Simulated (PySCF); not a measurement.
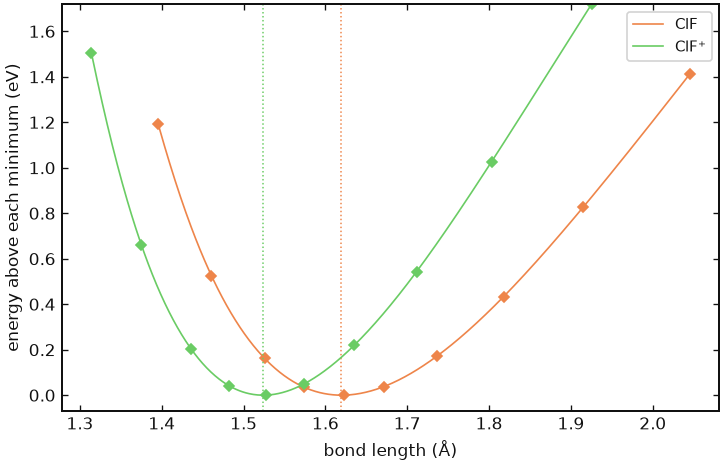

Bond curves of ClF, singlet and ClF⁺, doublet (excess alpha electrons: πy +1), each counted from its own minimum; dotted lines mark the fitted bond lengths. PBE0/def2-TZVP in PySCF 2.14.0, on the lowest solution that a PBE0 search found for each, one reference determinant (UKS and UKS) with the occupation held, no spin-orbit coupling.

**What does removing an electron do to the bond?**

re goes from 1.620 to 1.524 Å (−0.096 Å) and ωe from 826 to 984 cm⁻¹ (+19 %). The electron leaves a π orbital, which by this response is antibonding in effect (the bond is polar, so the change of ionic attraction counts too).

**And the dissociation energies?**

De is 2.62 eV for ClF and 3.11 eV for ClF⁺, each to its own lowest fragments (Cl + F; Cl⁺ + F) in their ground configurations, without counterpoise.

Caveats, for all or some of the runs: lowest determinant of a PBE0 search, another state may lie lower.
